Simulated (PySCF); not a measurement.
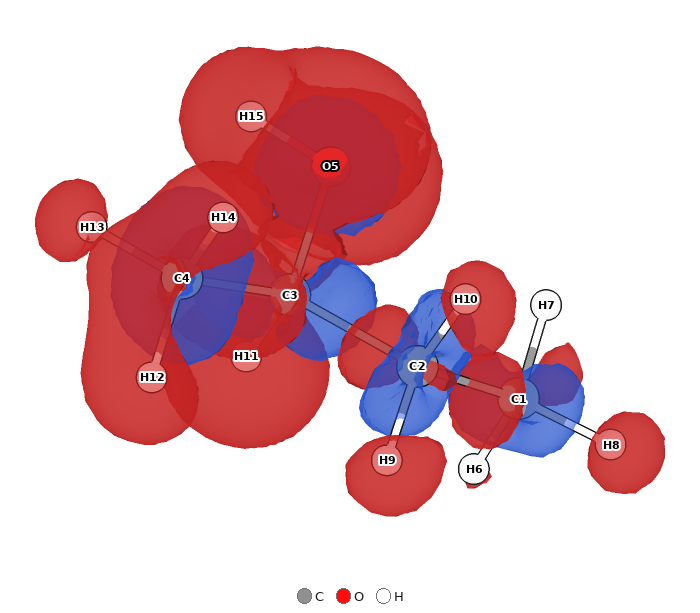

Figure. C4H10O, SMILES `CCC(C)O`. Fukui function f⁻ = ρ(N) − ρ(N−1) at fixed geometry, surfaces at ±0.02 e/Å³ (red positive, blue negative).

Method: M06-2X/6-31G*; geometry: GFN2-xTB; program: PySCF. No frequency check shows the geometry to be a minimum.

Geometry (Å), atoms numbered from 1:

```
C1      -2.0544   -0.0240    0.1314
C2      -0.7417   -0.6664   -0.2979
C3       0.4663    0.0422    0.3184
C4       1.7643   -0.7079    0.0159
O5       0.5022    1.3550   -0.2098
H6      -2.1858   -0.1067    1.2084
H7      -2.0525    1.0284   -0.1377
H8      -2.8941   -0.5107   -0.3586
H9      -0.7240   -1.7162    0.0001
H10     -0.6472   -0.6121   -1.3834
H11      0.3299    0.0936    1.4130
H12      1.7219   -1.7151    0.4213
H13      2.6164   -0.1934    0.4586
H14      1.9147   -0.7665   -1.0598
H15      1.2967    1.7953    0.1090
```

**Which atoms respond most to the removal of an electron?**

f⁻ (Hirshfeld-condensed) is largest on O5 (0.34); the vertical ionisation energy is 10.19 eV. Condensed values hint at sites of electrophilic attack but needn't mark the atom that reacts. Orbital relaxation makes it negative in places (0.28 e in all).

```
atom     f⁻  charge
  C1  +0.02   −0.10
  C2  +0.02   −0.06
  C3  +0.07   +0.06
  C4  +0.07   −0.11
  O5  +0.34   −0.24
  H6  +0.02   +0.03
  H7  +0.01   +0.03
  H8  +0.04   +0.03
  H9  +0.04   +0.03
 H10  +0.03   +0.03
 H11  +0.12   +0.02
 H12  +0.06   +0.04
 H13  +0.04   +0.03
 H14  +0.05   +0.04
 H15  +0.09   +0.17
```

The PySCF run took 6.5 min on 1 thread of Arm Neoverse V2, with other jobs on the host, peak memory 0.76 GiB.
